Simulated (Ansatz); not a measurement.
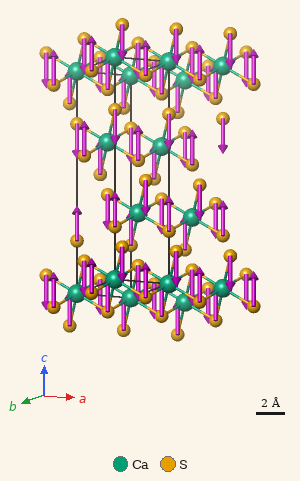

This is a relaxation of a crystal of CaS2 (a generated structure, set up in R-3m) (coarse preliminary run). The starting structure is drawn; purple arrows show the displacements (the part carried along by the change of the cell is left out), magnified 20 times.

Style: ball-and-stick. Shown: the conventional cell (3 times the calculation's cell), repeated 2 × 1 × 1 with one cell outlined, from a free direction. Lengths and directions refer to the drawn axes.

Level of theory: Ansatz 0.2.0, DFT PBE+D3(BJ), scalar-relativistic, plane waves, PAW. (plane-wave cutoff 420 eV; k-point mesh 6 × 6 × 6; occupations gaussian; smearing width 0.1 eV; no spin polarisation; cell and atoms relaxed; force threshold 0.04 eV/Å; at most 70 steps)

Question: What happened in the run?

Answer: Over 7 accepted moves (8 points after the start) the energy falls by 333 meV per atom. The largest force component goes from 0.074 to 0.013 eV/Å. Pressure: −4.19 GPa at the start and 0.15 GPa at the end. The SCF was repeated once at an unchanged geometry on a basis and grid sized afresh for the cell, which shifted the energy by 1.0 meV per atom at most. The largest moves relative to the cell, 0.14 Å, are those of S atoms. Ca stays in place. Cell: a 4.019 → 4.583 Å (+14.1 %), b 4.018 → 4.583 Å (+14.1 %), c 17.181 → 11.347 Å (−34.0 %). Volume −14.1 %. Among the contacts that change: Ca–S 4.072 → 2.826 Å, Ca–S 2.850 → 2.813 Å. New bonds form: Ca–S (4.07 → 2.83 Å). Among the angles between lasting bonds that change: S–Ca–S 89.7° → 109.1°, S–Ca–S 90.3° → 70.9°, Ca–S–Ca 89.7° → 109.1°. The space group stays R-3m (No. 166).
